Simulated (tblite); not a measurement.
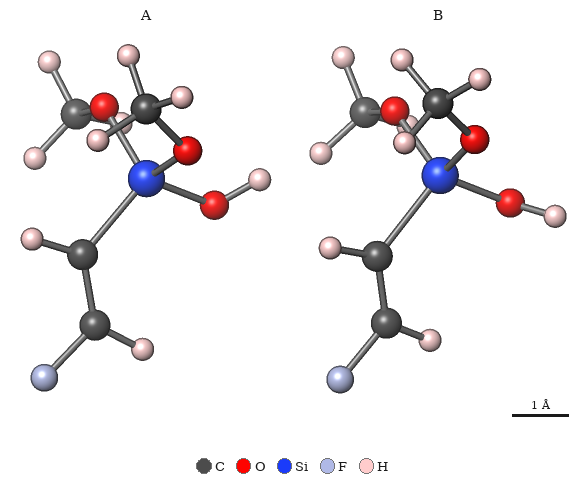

Two geometries of C$_{4}$H$_{9}$FO$_{3}$Si, drawn at one scale. One is the start of a relaxation, the other its converged end. A ball-and-stick model, seen from a free direction.

These are results of GFN2-xTB geometry optimisation, gas phase (tblite 0.8.0), not measurements. 

**Which geometry has the lower energy?**

Structure B is the relaxed one. After 123 geometry steps the energy has fallen by 5.99 kcal/mol. An H atom moves most after the best rigid fit: 0.77 Å. Largest moves by element: H 0.77 Å, O 0.23 Å, F 0.16 Å, C 0.15 Å, Si 0.07 Å. Some distances before and after: C–Si 1.827 → 1.891 Å, O–Si 1.665 → 1.620 Å, C–O 1.435 → 1.403 Å, O–Si 1.647 → 1.623 Å. Bond angles that change, for instance: Si–O–C 118.7° → 128.5°, Si–O–H 112.2° → 119.2°, Si–C–H 115.1° → 119.0°. Groups turn about O–Si by about 55°. Cost: 1.6 s on 1 thread of Arm Neoverse N1 (shared host).
